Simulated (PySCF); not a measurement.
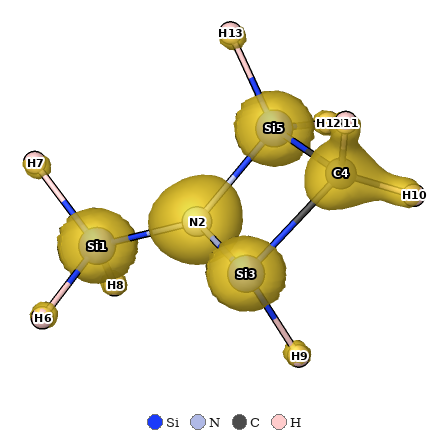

Figure. CH$_{8}$NSi$_{3}$ (charge −1). Isosurface of the total electron density at 1.5 e/Å³ (yellow), seen at a tilt.

Geometry: GFN2-xTB, coordinate held.

Theory: PBE0/pcSseg-1, SCF density, gas phase, non-relativistic (PySCF 2.14.0).

```tsv
atom	x (Å)	y (Å)	z (Å)
Si	2.1504	0.3758	0.0567
N	0.4917	0.1747	-0.1113
Si	-0.8150	1.1693	-1.1637
C	-2.0688	0.0139	-0.1944
Si	-0.6499	-0.6901	0.8211
H	2.5763	1.5371	-0.7424
H	2.6072	0.5835	1.4553
H	2.9445	-0.7947	-0.4162
H	-0.6521	0.3553	-2.4290
H	-2.6093	-0.7433	-0.7716
H	-2.8214	0.5470	0.3949
H	-0.4735	-2.1686	0.7841
H	-0.6683	-0.3535	2.2700
```

**What does this surface tell about the bonding?**

At this value the surface falls into eleven separate pieces. It bridges the sampled C–H (1.09 Å) contacts, where the density stays above the isovalue. It is pinched off along the sampled Si–N (1.68 Å), C–Si (1.88 Å) and C–Si (1.96 Å) contacts. On the grid the lowest density along these lines, outside the cores, is 1 e/Å³ (Si–N, 1.68 Å), 0.79 e/Å³ (C–Si, 1.88 Å), 1.8 e/Å³ (C–H, 1.09 Å) and 0.65 e/Å³ (C–Si, 1.96 Å).
